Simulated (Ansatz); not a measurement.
# The cluster O3: inputs that go wrong

5 inputs were typed for the cluster O3. Each is run as it stands; the log then has to tell whether the result can be used.

The runs use Ansatz 0.2.0, Gaussian basis; the settings change from run to run.

## Step 1: The molecule

The structure was relaxed beforehand with PBE-D4 in a triple-zeta def2 set.

3 atoms, charge 0, spin multiplicity 1.

Atoms are counted from 1 here; the program's logs count them from 0.

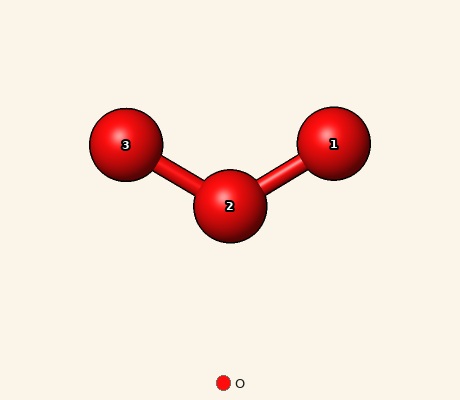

The structure; oxygen red; atoms are numbered from 1 in the order of the file.

## Step 2: Attempt 1

The input, in.yaml:

```yaml
crystal:
  periodic: [false, false, false]
  atoms:
    - {symbol: O, position_ang: [0.574919, -0.353955, 0.196758]}
    - {symbol: O, position_ang: [-0.135841, 0.012506, 0.211380]}
    - {symbol: O, position_ang: [-0.508505, 0.349389, -0.452303]}
basis:
  gaussian: {orbitals: "6-31++G**"}
hamiltonian: {xc: {name: wB97M-V}}
accuracy: high
scf: {omitted_lower_state_checks: [starts]}
output: {forces: true}
```

On the command line:

```sh
$ ansatz run in.yaml --threads 2 --pin off --events-out ev --progress --plain --max-ram 4352MiB
```

Output:

```text
Functional definition: wB97M-V
  name "wB97M-V"
  cite "Mardirossian & Head-Gordon, J. Chem. Phys. 144, 214110 (2016) doi:10.1063/1.4952647"
  cite "Becke, J. Chem. Phys. 107, 8554 (1997) doi:10.1063/1.475007"
  cite "Vydrov & Van Voorhis, J. Chem. Phys. 133, 244103 (2010) doi:10.1063/1.3521275"
  # Of w^i u^j: cxij and so on, Table III.
  parameter omega = 0.3/bohr
  parameter cx = 0.15
  parameter cx01 = 1.007
  parameter cx10 = 0.259
  parameter css00 = 0.443
  parameter css04 = -1.437
  parameter css10 = -4.535
  parameter css20 = -3.390
  parameter css43 = 4.278
  parameter cos00 = 1.000
  parameter cos10 = 1.358
  parameter cos20 = 2.924
  parameter cos21 = -8.812
  parameter cos60 = -1.390
  parameter cos61 = 9.142
  parameter b = 6.0
  parameter c = 0.01
  gx(w, u) = 1 - cx + cx01*u + cx10*w
  gss(w, u) = css00 + css04*u^4 + css10*w + css20*w^2 + css43*w^4*u^3
  gos(w, u) = cos00 + cos10*w + (cos20 + cos21*u)*w^2 + (cos60 + cos61*u)*w^6
  exchange = spin_sum(e_x_unif_sr(omega)*gx(b97_w, b97_u_x)) + cx*exact_x_sr(omega) + exact_x_lr(omega)
  correlation = spin_sum(e_c_pw_mod_same_spin*gss(b97_w, b97_u_same))
      + integral(e_c_pw_mod_opposite_spin*gos(b97_w_opposite, b97_u_opposite)) + vv10(b, c)
these checks for a lower state are left out or cut short: starts
959 factors; integrals over basis functions are off by at most 3.0e-9 eV
207 factors; integrals over basis functions are off by at most 2.3e-9 eV
mean field evaluation 1: about -6086.5931 eV, gradient 4.3e1 eV
mean field evaluation 2: about -6088.5657 eV, gradient 2.8e1 eV
mean field evaluation 4: about -6089.5804 eV, gradient 8.1e-1 eV
mean field evaluation 8: about -6089.5657 eV, gradient 9.9e-2 eV
mean field evaluation 16: about -6089.5658 eV, gradient 5.3e-5 eV
mean field -6089.56576878 eV, -223.7874143468 hartree, gradient 9.2e-8 eV, S^2 0.000000; 0 other end points of the search recorded, 0 dependent functions left out
the calculation of the forces begins
reference -6089.56577216 eV, -223.7874144711 hartree; 12, 12 occupied and 45, 45 virtual orbitals, 959 factors
Total energy: -6089.56577216 eV, -223.7874144711 hartree
Atom 0 at     0.574919    -0.353955     0.196758 Å, force   166.451786   -87.705316     5.315984 eV/Å
Atom 1 at    -0.135841     0.012506     0.211380 Å, force   -90.975715    23.069980   112.430668 eV/Å
Atom 2 at    -0.508505     0.349389    -0.452303 Å, force   -75.476071    64.635336  -117.746652 eV/Å
Dipole moment:    -0.056185    -0.013456     0.197935 e Å
Checks for a lower state left out: starts
```

It took 4.1 s on 2 threads of Intel Xeon 6975P-C, shared host.

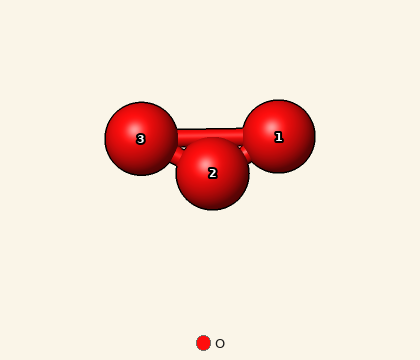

The geometry of this input.

Diagnosis: The run converged, but a converged run isn't a right one. The geometry is squeezed well below its size. The shortest distance is 0.80 Å (O1–O2), against 1.27 Å in the relaxed molecule. Its coordinates are also moved off the relaxed structure. Its energy is no property of the relaxed molecule. Fix: use the relaxed coordinates.

## Step 3: Attempt 2

The input, in.yaml:

```yaml
crystal:
  periodic: [false, false, false]
  atoms:
    - {symbol: O, position_ang: [0.945504, -0.490708, 0.327845]}
    - {symbol: O, position_ang: [-0.238012, -0.022259, 0.363949]}
    - {symbol: O, position_ang: [-0.707492, 0.512977, -0.691784]}
basis:
  gaussian: {orbitals: "6-31++G**"}
magnetization: {spin_polarized: true, initial_magnetization: 0}
hamiltonian: {xc: {name: HF}, dispersion: rvv10}
scf: {lower_state_search: full}
output: {forces: true}
```

Same command.

Output:

```text
Error: inconsistent input (hamiltonian.dispersion, hamiltonian.xc): `dispersion: rvv10` has no transferable b for PBE exchange — Sabatini et al. (2013) fitted b=6.3 to rPW86, and the PBE refits of Peng & Perdew (2017) are task-dependent (b=6.6 S22 / b=10.0 layered). Use `xc: {exchange: rpw86, correlation: pbe}` for the original rVV10 or `xc: r2scan` for the r²SCAN+rVV10 pairing
```

Run time: 0.05 s. Hardware: 2 threads of Intel Xeon 6975P-C, shared host.

What is wrong: The program refused the input. The dispersion term doesn't go with the functional. Fix: leave the dispersion key out, or pick one that has parameters for this functional.

## Step 4: Attempt 3

The input, in.yaml:

```yaml
crystal:
  periodic: [false, false, false]
  atoms:
    - {symbol: O, position_ang: [0.945504, -0.490708, 0.327845]}
    - {symbol: O, position_ang: [-0.238012, -0.022259, 0.363949]}
    - {symbol: O, position_ang: [-0.707492, 0.512977, -0.691784]}
basis:
  gaussian: {orbitals: def2-SVP, final_grid: {core_spheres: 1, valence_spheres: 1, degree: 3}}
hamiltonian: {xc: {name: r2SCAN}}
scf: {omitted_lower_state_checks: [starts]}
```

Launched as before.

Output:

```text
Functional definition: r2SCAN
  name "r2SCAN"
  cite "Furness, Kaplan, Ning, Perdew & Sun, J. Phys. Chem. Lett. 11, 8208 (2020) doi:10.1021/acs.jpclett.0c02405"
  cite "Furness, Kaplan, Ning, Perdew & Sun, J. Phys. Chem. Lett. 11, 9248 (2020) doi:10.1021/acs.jpclett.0c03077"
  parent r2scan
  parameter k0 = 0.174
  parameter k1 = 0.065
  parameter a1 = 4.9479
  exchange = r2scan_x(k0 = k0, k1 = k1, a1 = a1)
  correlation = r2scan_c
these checks for a lower state are left out or cut short: starts
429 factors; their error is unknown
mean field evaluation 1: about -6122.2407 eV, gradient 5.0e1 eV
mean field evaluation 2: about -6105.4369 eV, gradient 1.1e2 eV
mean field evaluation 4: about -6126.1721 eV, gradient 2.0e0 eV
mean field evaluation 8: about -6100.1754 eV, gradient 7.0e0 eV
mean field evaluation 16: about -6100.5586 eV, gradient 4.9e0 eV
mean field -6100.61899545 eV, -224.1936129348 hartree, gradient 1.4e-5 eV, S^2 0.000000; 0 other end points of the search recorded, 0 dependent functions left out
reference -6100.61899546 eV, -224.1936129349 hartree; 12, 12 occupied and 30, 30 virtual orbitals, 429 factors
Total energy: -6100.61899546 eV, -224.1936129349 hartree
Checks for a lower state left out: starts
```

Wall time 0.25 s (2 threads of Intel Xeon 6975P-C, shared host).

**Diagnosis.** It ended without an error, which proves nothing about the input. The integration grid is far too coarse. Its energy carries the error of the grid. To mend it, drop final_grid and take the default grid.

## Step 5: Attempt 4

The input, in.yaml:

```yaml
crystal:
  periodic: [false, false, false]
  atoms:
    - {symbol: O, position_ang: [0.945504, -0.490708, 0.327845]}
    - {symbol: O, position_ang: [-0.238012, -0.022259, 0.363949]}
    - {symbol: O, position_ang: [-0.707492, 0.512977, -0.691784]}
basis:
  gaussian: {orbitals: "6-311G**"}
hamiltonian: {xc: {name: B97}}
scf: {lower_state_search: off}
```

Same command.

Output:

```text
Error: <dir> can't be read: No such file or directory (os error 2)
```

Run time: 0.05 s. Hardware: 2 threads of Intel Xeon 6975P-C, shared host.

Diagnosis: The run ended at the input check. It says: «<dir> can't be read: No such file or directory (os error 2)» The basis set isn't in the library under that name. What to do: choose a basis that the program's library holds for every element.

## Step 6: Attempt 5

The input, in.yaml:

```yaml
crystal:
  periodic: [false, false, false]
  atoms:
    - {symbol: O, position_ang: [0.945504, -0.490708, 0.327845]}
    - {symbol: O, position_ang: [-0.238012, -0.022259, 0.363949]}
    - {symbol: O, position_ang: [-0.707492, 0.512977, -0.691784]}
basis:
  gaussian: {orbitals: aug-cc-pVDZ, final_grid: {core_spheres: 1, valence_spheres: 1, degree: 1}}
magnetization: {spin_polarized: true, initial_magnetization: 0}
hamiltonian: {xc: {name: wB97M-V}}
scf: {omitted_lower_state_checks: [starts]}
```

The command is unchanged.

Output:

```text
Functional definition: wB97M-V
  name "wB97M-V"
  cite "Mardirossian & Head-Gordon, J. Chem. Phys. 144, 214110 (2016) doi:10.1063/1.4952647"
  cite "Becke, J. Chem. Phys. 107, 8554 (1997) doi:10.1063/1.475007"
  cite "Vydrov & Van Voorhis, J. Chem. Phys. 133, 244103 (2010) doi:10.1063/1.3521275"
  # Of w^i u^j: cxij and so on, Table III.
  parameter omega = 0.3/bohr
  parameter cx = 0.15
  parameter cx01 = 1.007
  parameter cx10 = 0.259
  parameter css00 = 0.443
  parameter css04 = -1.437
  parameter css10 = -4.535
  parameter css20 = -3.390
  parameter css43 = 4.278
  parameter cos00 = 1.000
  parameter cos10 = 1.358
  parameter cos20 = 2.924
  parameter cos21 = -8.812
  parameter cos60 = -1.390
  parameter cos61 = 9.142
  parameter b = 6.0
  parameter c = 0.01
  gx(w, u) = 1 - cx + cx01*u + cx10*w
  gss(w, u) = css00 + css04*u^4 + css10*w + css20*w^2 + css43*w^4*u^3
  gos(w, u) = cos00 + cos10*w + (cos20 + cos21*u)*w^2 + (cos60 + cos61*u)*w^6
  exchange = spin_sum(e_x_unif_sr(omega)*gx(b97_w, b97_u_x)) + cx*exact_x_sr(omega) + exact_x_lr(omega)
  correlation = spin_sum(e_c_pw_mod_same_spin*gss(b97_w, b97_u_same))
      + integral(e_c_pw_mod_opposite_spin*gos(b97_w_opposite, b97_u_opposite)) + vv10(b, c)
these checks for a lower state are left out or cut short: starts
501 factors; their error is unknown
165 factors; integrals over basis functions are off by at most 2.2e-5 eV
mean field evaluation 1: about -6129.0492 eV, gradient 3.6e1 eV
mean field evaluation 2: about -6124.0795 eV, gradient 5.5e1 eV
mean field evaluation 4: about -6133.2333 eV, gradient 5.5e-1 eV
mean field evaluation 8: about -6114.9462 eV, gradient 3.2e0 eV
mean field evaluation 16: about -6115.0163 eV, gradient 1.6e-3 eV
mean field -6116.07648251 eV, -224.7616651069 hartree, gradient 1.6e-5 eV, S^2 0.909359; 1 other end points of the search recorded, 0 dependent functions left out
reference -6116.07655243 eV, -224.7616676762 hartree; 12, 12 occupied and 57, 57 virtual orbitals, 501 factors
Total energy: -6116.07655243 eV, -224.7616676762 hartree
Checks for a lower state left out: starts
```

Wall time 2.6 s (2 threads of Intel Xeon 6975P-C, shared host).

Diagnosis: The run converged, but a converged run isn't a right one. The integration grid is far too coarse. Its energy carries the error of the grid. Cure: drop final_grid and take the default grid.

## Step 7: How the tries ended

```
attempt                level      ended                                               cause    time
      1    wB97M-V/6-31++G**  converged        the geometry is squeezed well below its size   4.1 s
      2         HF/6-31++G**    refused  the dispersion term doesn't go with the functional  0.05 s
      3      r2SCAN/def2-SVP  converged              the integration grid is far too coarse  0.25 s
      4         B97/6-311G**    refused  the basis set isn't in the library under that name  0.05 s
      5  wB97M-V/aug-cc-pVDZ  converged              the integration grid is far too coarse   2.6 s
```

**Reading.** 3 converged, 2 refused. A refusal costs next to no computing time. The dangerous case is the input that converges on a wrong geometry, charge, spin, basis or grid: often only a look at the input shows it.
